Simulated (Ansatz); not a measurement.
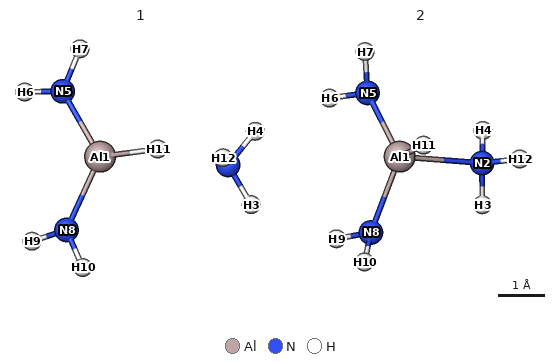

Two geometries of AlN$_{3}$H$_{8}$, drawn at one scale. One is the start of a relaxation, the other its converged end. The picture is a ball-and-stick view, seen at a tilt.

All numbers below come from RKS B3LYP-D4/6-31G* (Ansatz 0.2.0). Set-up: no spin polarisation; force threshold 0.03 eV/Å; at most 50 steps.

> Which geometry has the lower energy?

Structure 2 is the relaxed one. The run prepares an end point of a later path (reaction) calculation, from a guessed geometry. After 10 geometry steps the energy has fallen by 19.9 kcal/mol. Largest force component: 0.72 eV/Å at the start, 0.024 eV/Å at the end. The largest move after the best rigid fit is that of H4, 1.16 Å. By element the largest moves are H 1.16 Å, N 0.66 Å, Al 0.43 Å. Near-neighbour distances that change, for instance: Al1–N2 3.110 → 2.075 Å, Al1–N5 1.784 → 1.829 Å, Al1–H11 1.570 → 1.606 Å, N2–H12 1.039 → 1.019 Å. New bonds form, among them: Al1–N2 (3.11 → 2.08 Å). Bond angles that change, for instance: Al1–N8–H10 123.6° → 118.1°, Al1–N5–H7 124.2° → 119.0°, Al1–N8–H9 126.2° → 121.5°.
